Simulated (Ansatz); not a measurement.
# CH₂Al₂ClF (SMILES [F][Al]([Cl])[CH2][Al]): what the fields show

```xyz
7

C    -0.1135    3.1857   -0.8413
Al   -1.0603    2.8751   -2.4801
Al    0.9580    1.6890   -0.0301
Cl   -0.1105    3.0250   -4.3668
F    -2.6246    2.3231   -2.5093
H    -0.8369    3.5112   -0.0749
H     0.6014    4.0084   -1.0121
```

Geometry: B3LYP/6-31G*.

These are results of isolated molecule in a Gaussian basis; Kohn-Sham density functional theory, functional PBE0 (Ansatz 0.2.0), not measurements.

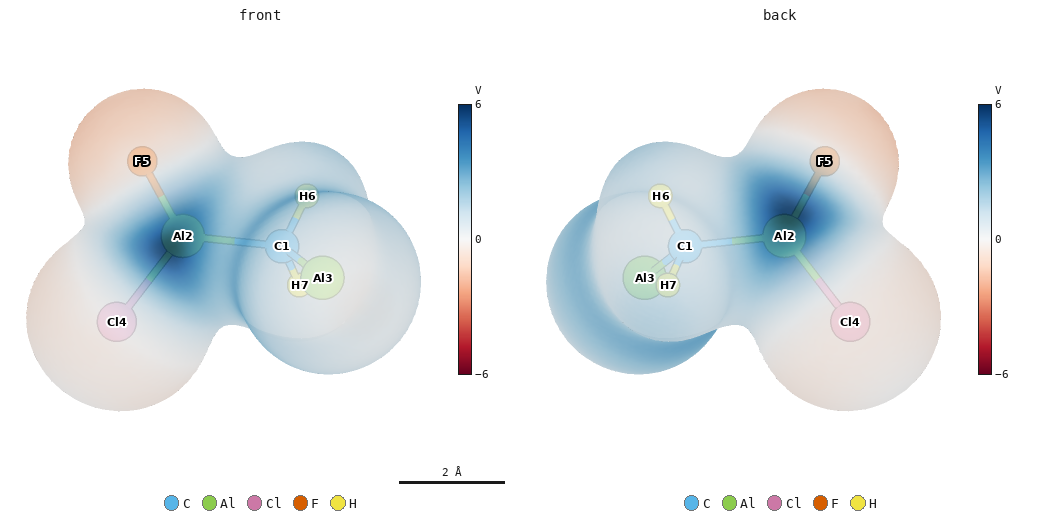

Figure 1. The molecular electrostatic potential painted on the density surface at 0.004 e/bohr³, seen from the front and from behind; red is negative and blue positive.

> Describe the electrostatic potential map.

The most negative region (about −1.4 V, or −32 kcal/mol for a unit charge) lies over F5, the most positive (about +5.6 V, or +129 kcal/mol for a unit charge) over Al2.

> How polar is the molecule by this calculation?

Its dipole moment is 2.75 D.

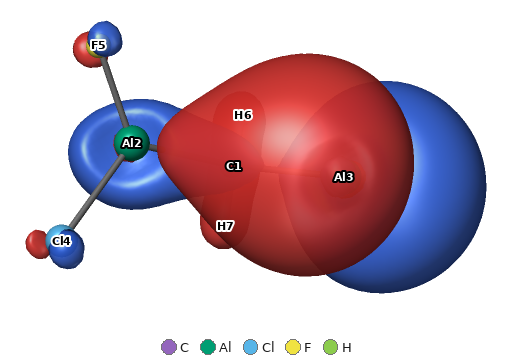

Figure 2. The LUMO at ±0.08 Å⁻³ᐟ² (blue and red are the two phases), seen at a tilt.

> Where does this orbital lie, and at what energy?

Its weight (Hirshfeld) is mainly on Al3 (about 75 %), Al2 (about 10 %) and C1 (about 5 %). Its energy is −1.89 eV.

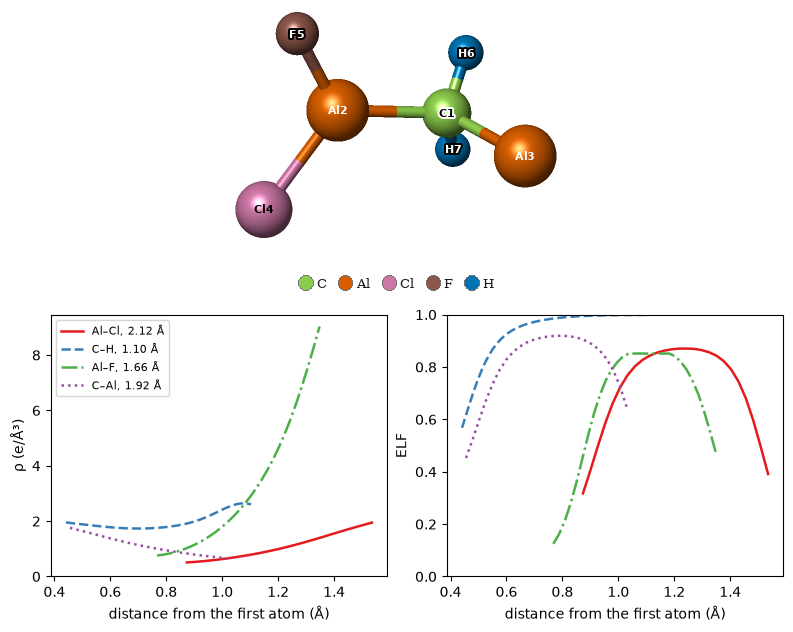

Figure 3. Electron density and ELF along straight lines between neighbouring atoms. The curves leave out the atomic cores. The structure is drawn too.

> Compare the contacts.

Al–Cl (2.12 Å): the density is about 0.71 e/Å³ at the midpoint; the ELF peaks at about 0.85 in the valence shell of Cl, 0.9 Å from its nucleus, and is about 0.80 at the midpoint.
C–H (1.10 Å): the density is about 1.8 e/Å³ at the midpoint; the ELF climbs to about 1 towards the hydrogen, as it does in any bond to H; a covalent bond by its length.
Al–F (1.66 Å): the density is about 0.88 e/Å³ at the midpoint; the ELF peaks at about 0.85 in the valence shell of F, 0.6 Å from its nucleus, and is about 0.30 at the midpoint.
C–Al (1.92 Å): the density is about 0.72 e/Å³ at the midpoint; the ELF peaks at about 0.90 between the atoms, as expected for a shared but strongly polarised pair.
